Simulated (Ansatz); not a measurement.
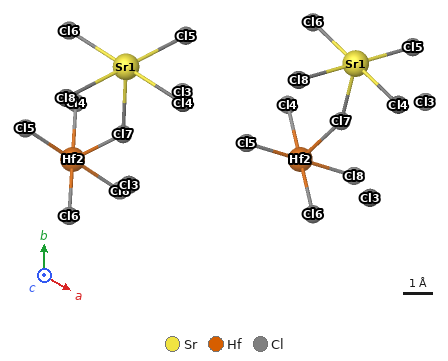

Two geometries of solid SrHfCl$_{6}$ (built on the MgTiF6-148 type type), drawn at one scale. One is the start of a relaxation, the other its converged end. The picture is a ball-and-stick view of the atoms within 4.2 Å of the atom that moves most (axes of the conventional cell (3 times the calculation's cell)), seen along the c axis. Lengths and directions refer to the drawn axes.

Level of theory: Ansatz, DFT, PBEsol, plane waves, PAW. Set-up: plane-wave cutoff 420 eV; k-point mesh 4 × 4 × 4; occupations fermi dirac; smearing width 0.03 eV; no spin polarisation; cell and atoms relaxed; force threshold 0.01 eV/Å; at most 120 steps.

> Which of the two is the end point?

The left one is the relaxed one. The largest moves relative to the cell, 0.57 Å, are those of Cl3, Cl4, Cl5, Cl6, Cl7 and Cl8. Cl7 goes roughly along [2 −1 0]. Hf and Sr stay in place. The volume changes by −2.4 %, with a = b 6.795 → 6.563 Å (−3.4 %), c 17.367 → 18.173 Å (+4.6 %). Near-neighbour distances that change, for instance: Sr1–Cl3 2.572 → 2.889 Å, Hf2–Cl3 2.439 → 2.444 Å. Bond angles that change, for instance: Sr1–Cl6–Hf2 153.2° → 130.7°. The space group stays R-3 (No. 148). After 7 accepted moves (8 points after the start) the energy has fallen by 176 meV per atom. Largest force component: 1.3 eV/Å at the start, 0.0024 eV/Å at the end. Pressure: 5.97 GPa at the start and 0.00 GPa at the end. At 1 point the geometry stayed and the basis and grid were re-selected for the new cell (energy shift of less than 0.05 meV per atom at most each time).
